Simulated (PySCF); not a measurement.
# AsF (charge +1): geometry relaxation (part 2 of 2)

AsF, charge +1, multiplicity 2; UHF/pcseg-1, optimize (PySCF 2.14.0). 

Geometry of the input (Å):
```
As 0.0000  0.0000  0.0000
F  0.0000  0.0000  2.1170
```

## The program's output, continued
```
  HOMO = -0.66466388148  LUMO = -0.300687897618  gap/eV = 9.90429
Extra cycle  E= -2332.9648218779  delta_E= -5.55e-11  |g|= 3.73e-06  |ddm|= 7.28e-06
converged SCF energy = -2332.9648218779  <S^2> = 0.76168499  2S+1 = 2.0116511

******** <class 'pyscf.grad.rhf.Gradients_Scanner'> for <class 'pyscf.scf.hf.UHF_Scanner'> ********
unit = Eh/Bohr
--------------- UHF_Scanner gradients ---------------
         x                y                z
0 As     0.0000000000    -0.0000000000     0.0417653995
1 F    -0.0000000000     0.0000000000    -0.0417653995
----------------------------------------------
cycle 3: E = -2332.96482188  dE = -0.0256423  norm(grad) = 0.0590652
Step    2 : Displace = 1.414e-01/1.414e-01 (rms/max) Trust = 1.414e-01 (+) Grad = 4.177e-02/4.177e-02 (rms/max) E (change) = -2332.9648218779 (-2.564e-02) Quality = 0.536
Hessian Eigenvalues: 5.00000e-02 5.00000e-02 5.00000e-02 ... 5.00000e-02 5.00000e-02 2.68151e-01

Geometry optimization cycle 4
Cartesian coordinates (Angstrom)
 Atom        New coordinates             dX        dY        dZ
  As  -0.000000   0.000000   0.200211   -0.000000  0.000000 -0.041210
   F   0.000000  -0.000000   1.916789    0.000000 -0.000000  0.041210
New geometry
   1 As    -0.000000000000   0.000000000000   0.200210865104 AA   -0.000000000000   0.000000000000   0.378343702208 Bohr
   2 F      0.000000000000  -0.000000000000   1.916789134897 AA    0.000000000000  -0.000000000000   3.622206503497 Bohr

******** <class 'pyscf.scf.hf.UHF_Scanner'> ********
method = UHF_Scanner
initial guess = minao
damping factor = 0
level_shift factor = 0
DIIS = <class 'pyscf.scf.diis.CDIIS'>
diis_start_cycle = 1
diis_space = 8
diis_damp = 0
SCF conv_tol = 1e-09
SCF conv_tol_grad = None
SCF max_cycles = 50
direct_scf = True
direct_scf_tol = 1e-13
number electrons alpha = 21  beta = 20
Set gradient conv threshold to 3.16228e-05
init E= -2332.92399483005
  alpha nocc = 21  HOMO = -0.683279556690999  LUMO = -0.261528016542818
  beta  nocc = 20  HOMO = -0.858992313306194  LUMO = -0.314472251186534
  HOMO = -0.683279556691  LUMO = -0.314472251187  gap/eV = 10.03576
cycle= 1 E= -2332.96560434093  delta_E= -0.0416  |g|= 0.0174  |ddm|= 0.0754
  alpha nocc = 21  HOMO = -0.674373367120104  LUMO = -0.257144908109846
  beta  nocc = 20  HOMO = -0.847509401006662  LUMO = -0.309763042494074
  HOMO = -0.67437336712  LUMO = -0.309763042494  gap/eV = 9.92155
cycle= 2 E= -2332.96576458443  delta_E= -0.00016  |g|= 0.011  |ddm|= 0.0206
  alpha nocc = 21  HOMO = -0.674121568152002  LUMO = -0.256729537055871
  beta  nocc = 20  HOMO = -0.848345301844681  LUMO = -0.309357972316882
  HOMO = -0.674121568152  LUMO = -0.309357972317  gap/eV = 9.92572
cycle= 3 E= -2332.96580943421  delta_E= -4.48e-05  |g|= 0.0032  |ddm|= 0.00699
  alpha nocc = 21  HOMO = -0.673951228710039  LUMO = -0.256581354590504
  beta  nocc = 20  HOMO = -0.847463355861782  LUMO = -0.30919504732358
  HOMO = -0.67395122871  LUMO = -0.309195047324  gap/eV = 9.92552
cycle= 4 E= -2332.96582070013  delta_E= -1.13e-05  |g|= 0.00129  |ddm|= 0.00404
  alpha nocc = 21  HOMO = -0.673790964363326  LUMO = -0.256434812209763
  beta  nocc = 20  HOMO = -0.847067676058481  LUMO = -0.30905983598957
  HOMO = -0.673790964363  LUMO = -0.30905983599  gap/eV = 9.92484
cycle= 5 E= -2332.96582407336  delta_E= -3.37e-06  |g|= 0.000397  |ddm|= 0.00307
  alpha nocc = 21  HOMO = -0.67381814743309  LUMO = -0.25647003589228
  beta  nocc = 20  HOMO = -0.847046880006564  LUMO = -0.309105324414731
  HOMO = -0.673818147433  LUMO = -0.309105324415  gap/eV = 9.92434
cycle= 6 E= -2332.96582434086  delta_E= -2.68e-07  |g|= 0.000131  |ddm|= 0.000987
  alpha nocc = 21  HOMO = -0.673805716829814  LUMO = -0.256457191872879
  beta  nocc = 20  HOMO = -0.847059484507033  LUMO = -0.309094127635546
  HOMO = -0.67380571683  LUMO = -0.309094127636  gap/eV = 9.92431
cycle= 7 E= -2332.96582437525  delta_E= -3.44e-08  |g|= 7.26e-05  |ddm|= 0.000296
  alpha nocc = 21  HOMO = -0.673807896892108  LUMO = -0.256460183638493
  beta  nocc = 20  HOMO = -0.847091687884308  LUMO = -0.309096154006298
  HOMO = -0.673807896892  LUMO = -0.309096154006  gap/eV = 9.92431
cycle= 8 E= -2332.96582439141  delta_E= -1.62e-08  |g|= 2.36e-05  |ddm|= 0.000263
  alpha nocc = 21  HOMO = -0.673806255565478  LUMO = -0.256459254741346
  beta  nocc = 20  HOMO = -0.847098844747799  LUMO = -0.309094154441181
  HOMO = -0.673806255565  LUMO = -0.309094154441  gap/eV = 9.92432
cycle= 9 E= -2332.96582439333  delta_E= -1.93e-09  |g|= 5.86e-06  |ddm|= 0.000108
  alpha nocc = 21  HOMO = -0.673806441490214  LUMO = -0.256459856432287
  beta  nocc = 20  HOMO = -0.847099422137453  LUMO = -0.30909451606888
  HOMO = -0.67380644149  LUMO = -0.309094516069  gap/eV = 9.92432
cycle= 10 E= -2332.96582439344  delta_E= -1.04e-10  |g|= 1.81e-06  |ddm|= 2.42e-05
  alpha nocc = 21  HOMO = -0.673806242578278  LUMO = -0.256459790575855
  beta  nocc = 20  HOMO = -0.847099143857462  LUMO = -0.309094452628361
  HOMO = -0.673806242578  LUMO = -0.309094452628  gap/eV = 9.92431
Extra cycle  E= -2332.96582439344  delta_E=    0  |g|= 1.1e-06  |ddm|= 3.54e-06
converged SCF energy = -2332.96582439344  <S^2> = 0.761397  2S+1 = 2.0113647

******** <class 'pyscf.grad.rhf.Gradients_Scanner'> for <class 'pyscf.scf.hf.UHF_Scanner'> ********
unit = Eh/Bohr
--------------- UHF_Scanner gradients ---------------
         x                y                z
0 As    -0.0000000000    -0.0000000000    -0.0242657041
1 F     0.0000000000     0.0000000000     0.0242657041
----------------------------------------------
cycle 4: E = -2332.96582439  dE = -0.00100252  norm(grad) = 0.0343169
Step    3 : Displace = 4.121e-02/4.121e-02 (rms/max) Trust = 1.414e-01 (=) Grad = 2.427e-02/2.427e-02 (rms/max) E (change) = -2332.9658243934 (-1.003e-03) Quality = 0.308
Hessian Eigenvalues: 5.00000e-02 5.00000e-02 5.00000e-02 ... 5.00000e-02 5.00000e-02 4.23947e-01

Geometry optimization cycle 5
Cartesian coordinates (Angstrom)
 Atom        New coordinates             dX        dY        dZ
  As  -0.000000   0.000000   0.215355    0.000000  0.000000  0.015144
   F   0.000000  -0.000000   1.901645   -0.000000 -0.000000 -0.015144
New geometry
   1 As    -0.000000000000   0.000000000000   0.215355267180 AA   -0.000000000000   0.000000000000   0.406962474452 Bohr
   2 F      0.000000000000  -0.000000000000   1.901644732821 AA    0.000000000000  -0.000000000000   3.593587731253 Bohr

******** <class 'pyscf.scf.hf.UHF_Scanner'> ********
method = UHF_Scanner
initial guess = minao
damping factor = 0
level_shift factor = 0
DIIS = <class 'pyscf.scf.diis.CDIIS'>
diis_start_cycle = 1
diis_space = 8
diis_damp = 0
SCF conv_tol = 1e-09
SCF conv_tol_grad = None
SCF max_cycles = 50
direct_scf = True
direct_scf_tol = 1e-13
number electrons alpha = 21  beta = 20
Set gradient conv threshold to 3.16228e-05
init E= -2332.98557624914
  alpha nocc = 21  HOMO = -0.666755470493465  LUMO = -0.251428485549203
  beta  nocc = 20  HOMO = -0.843869379463272  LUMO = -0.303800783971484
  HOMO = -0.666755470493  LUMO = -0.303800783971  gap/eV = 9.87650
cycle= 1 E= -2332.96659388183  delta_E= 0.019  |g|= 0.00677  |ddm|= 0.0272
  alpha nocc = 21  HOMO = -0.670395779765669  LUMO = -0.253437446533897
  beta  nocc = 20  HOMO = -0.848426255280959  LUMO = -0.305923558405509
  HOMO = -0.670395779766  LUMO = -0.305923558406  gap/eV = 9.91779
cycle= 2 E= -2332.96661674524  delta_E= -2.29e-05  |g|= 0.00427  |ddm|= 0.00761
  alpha nocc = 21  HOMO = -0.670442075995122  LUMO = -0.253537092020416
  beta  nocc = 20  HOMO = -0.848129978236784  LUMO = -0.306018013948479
  HOMO = -0.670442075995  LUMO = -0.306018013948  gap/eV = 9.91648
cycle= 3 E= -2332.96662341577  delta_E= -6.67e-06  |g|= 0.00117  |ddm|= 0.00267
  alpha nocc = 21  HOMO = -0.670481826843631  LUMO = -0.253564556770905
  beta  nocc = 20  HOMO = -0.848416222211108  LUMO = -0.306049592134186
  HOMO = -0.670481826844  LUMO = -0.306049592134  gap/eV = 9.91671
cycle= 4 E= -2332.96662491687  delta_E= -1.5e-06  |g|= 0.000477  |ddm|= 0.00148
  alpha nocc = 21  HOMO = -0.670543616327592  LUMO = -0.253619140013501
  beta  nocc = 20  HOMO = -0.848560330873304  LUMO = -0.306099777379736
  HOMO = -0.670543616328  LUMO = -0.30609977738  gap/eV = 9.91702
cycle= 5 E= -2332.9666253627  delta_E= -4.46e-07  |g|= 0.000147  |ddm|= 0.00112
  alpha nocc = 21  HOMO = -0.670532929781365  LUMO = -0.253605372390443
  beta  nocc = 20  HOMO = -0.848563059545709  LUMO = -0.306082367386339
  HOMO = -0.670532929781  LUMO = -0.306082367386  gap/eV = 9.91720
cycle= 6 E= -2332.9666253967  delta_E= -3.4e-08  |g|= 4.95e-05  |ddm|= 0.000345
  alpha nocc = 21  HOMO = -0.67053752423138  LUMO = -0.253609730745757
  beta  nocc = 20  HOMO = -0.848559430196195  LUMO = -0.306086168075714
  HOMO = -0.670537524231  LUMO = -0.306086168076  gap/eV = 9.91723
cycle= 7 E= -2332.96662540151  delta_E= -4.81e-09  |g|= 2.6e-05  |ddm|= 0.000112
  alpha nocc = 21  HOMO = -0.670536739907978  LUMO = -0.253608450964499
  beta  nocc = 20  HOMO = -0.848549297259667  LUMO = -0.306085274928237
  HOMO = -0.670536739908  LUMO = -0.306085274928  gap/eV = 9.91723
cycle= 8 E= -2332.96662540345  delta_E= -1.94e-09  |g|= 7.56e-06  |ddm|= 9.18e-05
  alpha nocc = 21  HOMO = -0.670537303643873  LUMO = -0.253608719207447
  beta  nocc = 20  HOMO = -0.848547699087952  LUMO = -0.306085909296379
  HOMO = -0.670537303644  LUMO = -0.306085909296  gap/eV = 9.91723
cycle= 9 E= -2332.96662540363  delta_E= -1.82e-10  |g|= 1.86e-06  |ddm|= 3.21e-05
  alpha nocc = 21  HOMO = -0.670537274320817  LUMO = -0.253608613512999
  beta  nocc = 20  HOMO = -0.848547777480067  LUMO = -0.306085848748032
  HOMO = -0.670537274321  LUMO = -0.306085848748  gap/eV = 9.91723
Extra cycle  E= -2332.96662540364  delta_E= -1.82e-12  |g|= 1.13e-06  |ddm|= 3.19e-06
converged SCF energy = -2332.96662540364  <S^2> = 0.76150987  2S+1 = 2.0114769

******** <class 'pyscf.grad.rhf.Gradients_Scanner'> for <class 'pyscf.scf.hf.UHF_Scanner'> ********
unit = Eh/Bohr
--------------- UHF_Scanner gradients ---------------
         x                y                z
0 As    -0.0000000000     0.0000000000    -0.0031706803
1 F     0.0000000000    -0.0000000000     0.0031706803
----------------------------------------------
cycle 5: E = -2332.9666254  dE = -0.00080101  norm(grad) = 0.00448402
Step    4 : Displace = 1.514e-02/1.514e-02 (rms/max) Trust = 1.414e-01 (=) Grad = 3.171e-03/3.171e-03 (rms/max) E (change) = -2332.9666254036 (-8.010e-04) Quality = 1.153
Hessian Eigenvalues: 5.00000e-02 5.00000e-02 5.00000e-02 ... 5.00000e-02 5.00000e-02 3.68552e-01

Geometry optimization cycle 6
Cartesian coordinates (Angstrom)
 Atom        New coordinates             dX        dY        dZ
  As   0.000000   0.000000   0.217632    0.000000 -0.000000  0.002276
   F  -0.000000  -0.000000   1.899368   -0.000000  0.000000 -0.002276
New geometry
   1 As     0.000000000000   0.000000000000   0.217631541358 AA    0.000000000000   0.000000000000   0.411264009234 Bohr
   2 F     -0.000000000000  -0.000000000000   1.899368458643 AA   -0.000000000000  -0.000000000000   3.589286196473 Bohr

******** <class 'pyscf.scf.hf.UHF_Scanner'> ********
method = UHF_Scanner
initial guess = minao
damping factor = 0
level_shift factor = 0
DIIS = <class 'pyscf.scf.diis.CDIIS'>
diis_start_cycle = 1
diis_space = 8
diis_damp = 0
SCF conv_tol = 1e-09
SCF conv_tol_grad = None
SCF max_cycles = 50
direct_scf = True
direct_scf_tol = 1e-13
number electrons alpha = 21  beta = 20
Set gradient conv threshold to 3.16228e-05
init E= -2332.96938184107
  alpha nocc = 21  HOMO = -0.669485383787307  LUMO = -0.252866697435806
  beta  nocc = 20  HOMO = -0.848043636363689  LUMO = -0.305303601112776
  HOMO = -0.669485383787  LUMO = -0.305303601113  gap/eV = 9.90989
cycle= 1 E= -2332.96663714237  delta_E= 0.00274  |g|= 0.00099  |ddm|= 0.00415
  alpha nocc = 21  HOMO = -0.670013564477484  LUMO = -0.253144150628357
  beta  nocc = 20  HOMO = -0.848692243892328  LUMO = -0.30559863939102
  HOMO = -0.670013564477  LUMO = -0.305598639391  gap/eV = 9.91624
cycle= 2 E= -2332.96663764835  delta_E= -5.06e-07  |g|= 0.000611  |ddm|= 0.00112
  alpha nocc = 21  HOMO = -0.670022129347433  LUMO = -0.253160518569401
  beta  nocc = 20  HOMO = -0.84865435422482  LUMO = -0.305614398936964
  HOMO = -0.670022129347  LUMO = -0.305614398937  gap/eV = 9.91604
cycle= 3 E= -2332.96663778649  delta_E= -1.38e-07  |g|= 0.000178  |ddm|= 0.000389
  alpha nocc = 21  HOMO = -0.670029213959412  LUMO = -0.253165818717714
  beta  nocc = 20  HOMO = -0.848698879060622  LUMO = -0.305620420141011
  HOMO = -0.670029213959  LUMO = -0.305620420141  gap/eV = 9.91607
cycle= 4 E= -2332.96663781973  delta_E= -3.32e-08  |g|= 7.03e-05  |ddm|= 0.000219
  alpha nocc = 21  HOMO = -0.670038021130284  LUMO = -0.253173592842861
  beta  nocc = 20  HOMO = -0.8487200202437  LUMO = -0.305627572214801
  HOMO = -0.67003802113  LUMO = -0.305627572215  gap/eV = 9.91611
cycle= 5 E= -2332.96663782934  delta_E= -9.61e-09  |g|= 2.15e-05  |ddm|= 0.000164
  alpha nocc = 21  HOMO = -0.670036407118124  LUMO = -0.253171525075892
  beta  nocc = 20  HOMO = -0.848720500503254  LUMO = -0.30562496496237
  HOMO = -0.670036407118  LUMO = -0.305624964962  gap/eV = 9.91614
cycle= 6 E= -2332.96663783007  delta_E= -7.31e-10  |g|= 7.1e-06  |ddm|= 5.06e-05
  alpha nocc = 21  HOMO = -0.670036930202736  LUMO = -0.253172060590436
  beta  nocc = 20  HOMO = -0.848720113760828  LUMO = -0.305625474097666
  HOMO = -0.670036930203  LUMO = -0.305625474098  gap/eV = 9.91614
Extra cycle  E= -2332.96663783013  delta_E= -5.82e-11  |g|= 5.04e-06  |ddm|= 8.65e-06
converged SCF energy = -2332.96663783013  <S^2> = 0.76152565  2S+1 = 2.0114926

******** <class 'pyscf.grad.rhf.Gradients_Scanner'> for <class 'pyscf.scf.hf.UHF_Scanner'> ********
unit = Eh/Bohr
--------------- UHF_Scanner gradients ---------------
         x                y                z
0 As    -0.0000000000    -0.0000000000     0.0002954989
1 F     0.0000000000     0.0000000000    -0.0002954989
----------------------------------------------
cycle 6: E = -2332.96663783  dE = -1.24265e-05  norm(grad) = 0.000417899
Step    5 : Displace = 2.276e-03/2.276e-03 (rms/max) Trust = 2.000e-01 (+) Grad = 2.955e-04/2.955e-04 (rms/max) E (change) = -2332.9666378301 (-1.243e-05) Quality = 0.911
Hessian Eigenvalues: 5.00000e-02 5.00000e-02 5.00000e-02 ... 5.00000e-02 5.00000e-02 4.02900e-01

Geometry optimization cycle 7
Cartesian coordinates (Angstrom)
 Atom        New coordinates             dX        dY        dZ
  As   0.000000   0.000000   0.217437    0.000000  0.000000 -0.000194
   F  -0.000000  -0.000000   1.899563   -0.000000 -0.000000  0.000194
New geometry
   1 As     0.000000000000   0.000000000000   0.217437484318 AA    0.000000000000   0.000000000000   0.410897294576 Bohr
   2 F     -0.000000000000  -0.000000000000   1.899562515684 AA   -0.000000000000  -0.000000000000   3.589652911133 Bohr

******** <class 'pyscf.scf.hf.UHF_Scanner'> ********
method = UHF_Scanner
initial guess = minao
damping factor = 0
level_shift factor = 0
DIIS = <class 'pyscf.scf.diis.CDIIS'>
diis_start_cycle = 1
diis_space = 8
diis_damp = 0
SCF conv_tol = 1e-09
SCF conv_tol_grad = None
SCF max_cycles = 50
direct_scf = True
direct_scf_tol = 1e-13
number electrons alpha = 21  beta = 20
Set gradient conv threshold to 3.16228e-05
init E= -2332.96640596713
  alpha nocc = 21  HOMO = -0.670126473454506  LUMO = -0.253235078365062
  beta  nocc = 20  HOMO = -0.848762799795485  LUMO = -0.305691942674449
  HOMO = -0.670126473455  LUMO = -0.305691942674  gap/eV = 9.91677
cycle= 1 E= -2332.96663793233  delta_E= -0.000232  |g|= 8.42e-05  |ddm|= 0.000355
  alpha nocc = 21  HOMO = -0.67008174286404  LUMO = -0.253211748405572
  beta  nocc = 20  HOMO = -0.84870748409785  LUMO = -0.305667118706409
  HOMO = -0.670081742864  LUMO = -0.305667118706  gap/eV = 9.91623
cycle= 2 E= -2332.96663793598  delta_E= -3.64e-09  |g|= 5.19e-05  |ddm|= 9.58e-05
  alpha nocc = 21  HOMO = -0.670080999241584  LUMO = -0.253210319417924
  beta  nocc = 20  HOMO = -0.848710536373516  LUMO = -0.305665749142836
  HOMO = -0.670080999242  LUMO = -0.305665749143  gap/eV = 9.91624
cycle= 3 E= -2332.96663793697  delta_E= -9.93e-10  |g|= 1.49e-05  |ddm|= 3.31e-05
  alpha nocc = 21  HOMO = -0.67008047706634  LUMO = -0.253210002187517
  beta  nocc = 20  HOMO = -0.848706107633831  LUMO = -0.305665374506806
  HOMO = -0.670080477066  LUMO = -0.305665374507  gap/eV = 9.91624
Extra cycle  E= -2332.96663793717  delta_E= -2.04e-10  |g|= 9.72e-06  |ddm|= 1.84e-05
converged SCF energy = -2332.96663793717  <S^2> = 0.76152528  2S+1 = 2.0114923

******** <class 'pyscf.grad.rhf.Gradients_Scanner'> for <class 'pyscf.scf.hf.UHF_Scanner'> ********
unit = Eh/Bohr
--------------- UHF_Scanner gradients ---------------
         x                y                z
0 As     0.0000000000     0.0000000000    -0.0000059090
1 F    -0.0000000000    -0.0000000000     0.0000059090
----------------------------------------------
cycle 7: E = -2332.96663794  dE = -1.07041e-07  norm(grad) = 8.35653e-06
```

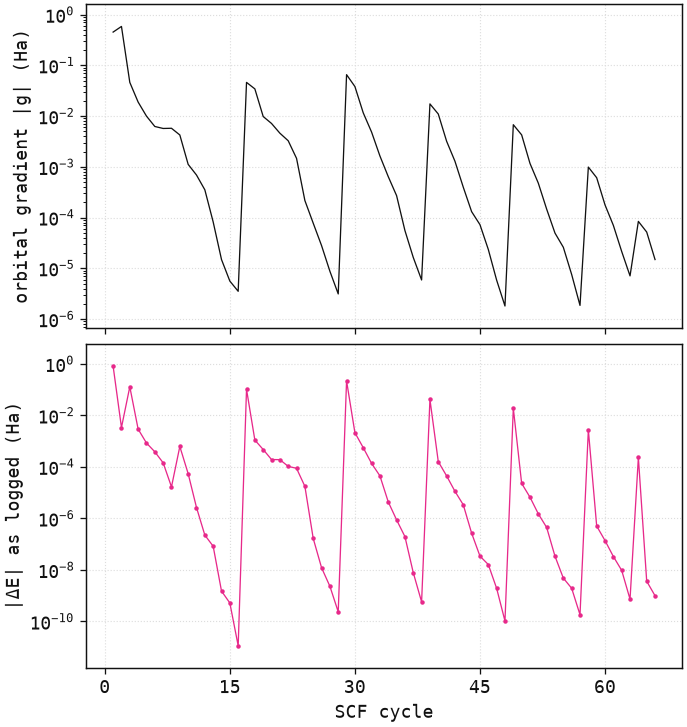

**Figure 1.** Convergence of the self-consistent field: orbital gradient |g| and size of the energy change against the SCF cycle. All cycles printed in the log are drawn one after another.

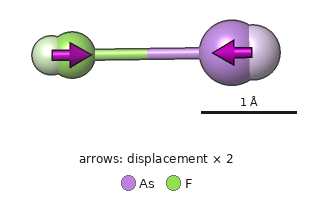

**Figure 2.** Start (faint) and end (solid) with the displacements as pink arrows, magnified 2 times (ball-and-stick view, seen at a tilt). The two geometries are laid on each other by the best rigid fit. The largest moves after the best rigid fit, 0.22 Å, are those of As1 and F2. By element the largest moves are F 0.22 Å, As 0.22 Å. Among the contacts that change: As1–F2 2.117 → 1.682 Å. (Atoms are counted from 1 in the order of the input.)

```
Step    6 : Displace = 1.941e-04/1.941e-04 (rms/max) Trust = 2.828e-01 (+) Grad = 5.909e-06/5.909e-06 (rms/max) E (change) = -2332.9666379372 (-1.070e-07) Quality = 0.988
Hessian Eigenvalues: 5.00000e-02 5.00000e-02 5.00000e-02 ... 5.00000e-02 5.00000e-02 4.02900e-01
Converged! =D

    #| If this code has benefited your research, please support us by citing: |#
    #| Wang, L.-P.; Song, C.C. (2016) "Geometry optimization made simple with |#
    #| translation and rotation coordinates", J. Chem, Phys. 144, 214108.     |#
    #|                                     |#
optimised geometry (angstrom)
As          0.00000000        0.00000000        0.21743748
F          -0.00000000       -0.00000000        1.89956252
orbital energies (hartree): [array([-0.829 , -0.8089, -0.7071, -0.3571, -0.2634,  0.082 ]), array([-0.823 , -0.8218, -0.7613, -0.3402, -0.2858, -0.2398])]
```

## Key numbers

| quantity | value |
| --- | --- |
| outcome | converged |
| SCF energy at the first geometry | −2332.895828 hartree |
| ⟨S²⟩ | 0.776 |
| wall time | 16 s |
